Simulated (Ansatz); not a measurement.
**Calibrating HF/def2-SVP on B-containing radicals**

The atomisation energy (no zero-point term) in kJ/mol of 8 B-containing radicals: x at HF/def2-SVP, y at CCSD(T)/CBS estimate. Shapes, held fixed at every level: PBE0-D4/def2-TZVP. Flexible molecules stand in one conformer, not always the lowest. Programs: Ansatz 0.2.0.

| molecule | x (kJ/mol) | y (kJ/mol) |
| --- | --- | --- |
| C2H6B (SMILES [BH]CC) | 2561 | 3219 |
| BH(CH2)(CH3) | 2664 | 3313 |
| B(SiH2)(SiH3)2 | 2672 | 3460 |
| B(CH2)(CH3)F | 2848 | ? |
| C2H7BN (SMILES B[N]CC) | 3093 | 4047 |
| B(CH2)(CH3)(NH2) | 3238 | 4206 |
| C3H8B (SMILES C[B]CC) | 3561 | 4504 |
| C3H8BO (SMILES [BH]OC(C)C) | 3877 | 5034 |

Q: Fit y = c + s·x to the known rows and predict y for B(CH2)(CH3)F.

A: 
1. Means of the 7 rows: x = 3095.14, y = 3969.0.
2. Σ(Δx)² = 1498979, Σ(Δx·Δy) = 2014418, so the slope is 2014418/1498979 = 1.3439.
3. Intercept: 3969.0 − (1.3439) × 3095.14 = -190.6. The largest residual of the fit is 91.
4. B(CH2)(CH3)F: -190.6 + 1.3439 × 2848 = 3637 kJ/mol.

CCSD(T)/CBS estimate gives 3572 kJ/mol, so the prediction is off by +65 kJ/mol, within the largest residual. Uncorrected, HF/def2-SVP misses B(CH2)(CH3)F by -724 kJ/mol, and the other rows by 874 on average. The line removes about 90 % of this miss. Hartree–Fock lacks correlation, which doesn't scale simply with the atomisation energy. Left out in turn, the other rows are missed by 77 kJ/mol on average. Spin contamination: C2H7BN (⟨S²⟩ up to 0.78). Open shells run unrestricted. The CBS estimate extrapolates MP2 from def2-TZVPP and def2-QZVPP and adds CCSD(T) − MP2 in the triple-zeta set, cores frozen.

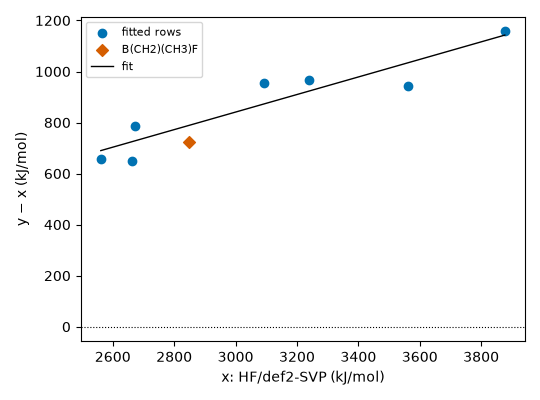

The correction y − x against x, with the fitted line and the withheld molecule.
